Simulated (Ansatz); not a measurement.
# Hypothetical rock salt WGe under a change: 2 layers

Base system: WGe in the rock salt structure (space group Fm-3m, No. 225; a = 5.0977 Å; a hypothetical phase, not in the database extracts checked). Axes: x, y, z lie along the cube axes.

Perturbation: a free-standing slab of 2 layers (4 atoms, 2 a layer) is cut normal to the z axis, with 15 Å of vacuum and the in-plane cell held at bulk.

Computed with PBEsol (Ansatz, a quantum-chemistry and plane-wave program, PAW, without spin-orbit coupling). Settings: 13×13×1 k-points, 0.05 eV Fermi–Dirac smearing, for the changed cell.

```csv
quantity,base,changed,shift
layer's space group (with vacuum),–,P4/nmm (No. 129),–
shortest interatomic distance,4.817 bohr,4.962 bohr,+0.1458 bohr
band gap,zero,zero,–
excess energy per area of both faces (slab less bulk energy over the cell's area: twice a surface energy) (uncertain by up to 0.05 J/m²),–,0.28 J/m²,–
thickness between the outermost nuclei,–,3.74 Å,–
```

Final structure:

```
CELL_PARAMETERS angstrom
      3.60460     0.00000     0.00000
      0.00000     3.60460     0.00000
      0.00000     0.00000    17.54883
ATOMIC_POSITIONS crystal
  Ge 0.25000 0.75000 0.39332
  W  0.75000 0.25000 0.45704
  Ge 0.75000 0.25000 0.60668
  W  0.25000 0.75000 0.54296
```

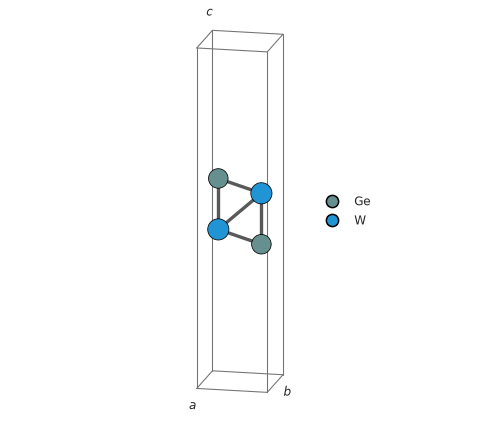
*The relaxed cell after the change*

The excess energy carries the mismatch between the slab's and the bulk's meshes. No phonon test of stability was made. The final runs are not spin-polarised. WGe has a high density of states at the Fermi level and may be magnetic at this level.
